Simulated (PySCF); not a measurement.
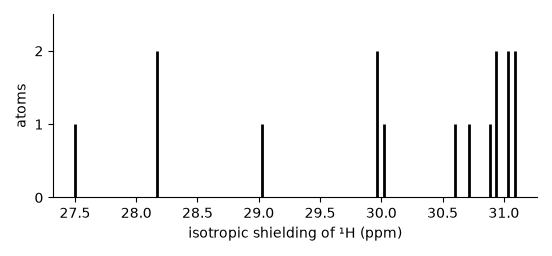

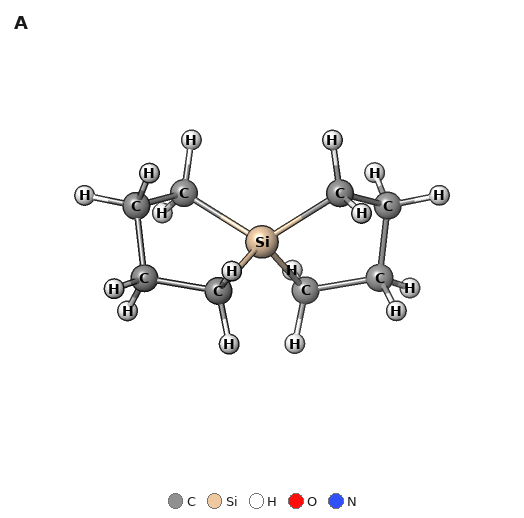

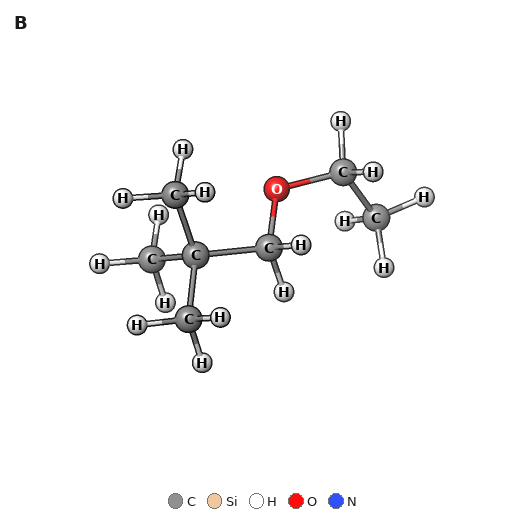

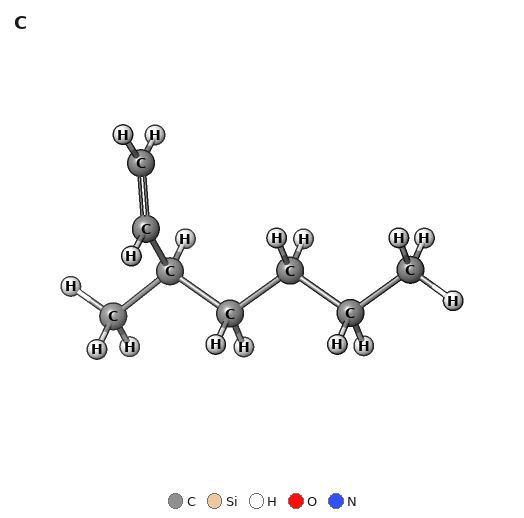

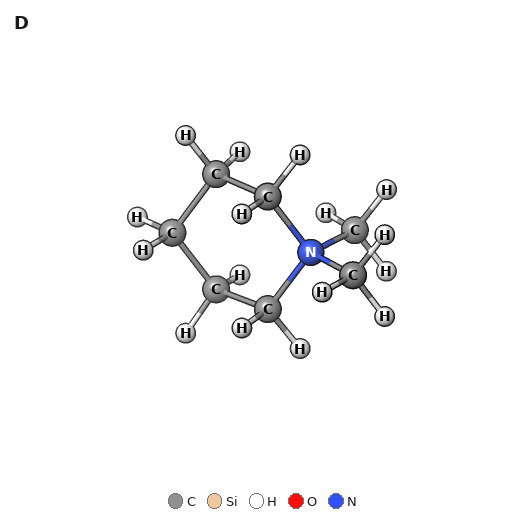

The sticks are computed shieldings of one of the molecules, for one fixed geometry (GFN2-xTB) without averaging over rotations. Low shielding means a high chemical shift. Method: GIAO PBE0/pcSseg-1 NMR shielding, non-relativistic, gas phase (PySCF 2.14.0).

Which molecule gives this pattern?

B, `CCOCC(C)(C)C`. Its 16 H atoms give lines at 27.50, 28.17 (2 atoms), 29.02, 29.96 (2 atoms), 30.02, 30.60, 30.71, 30.88, 30.94 (2 atoms), 31.03 (2 atoms), 31.09 (2 atoms) ppm.

The geometry is semi-empirical. Around Si such bond lengths and angles can be off by a tenth of an ångström or more and by several degrees, and values that hang on the shape move with them.
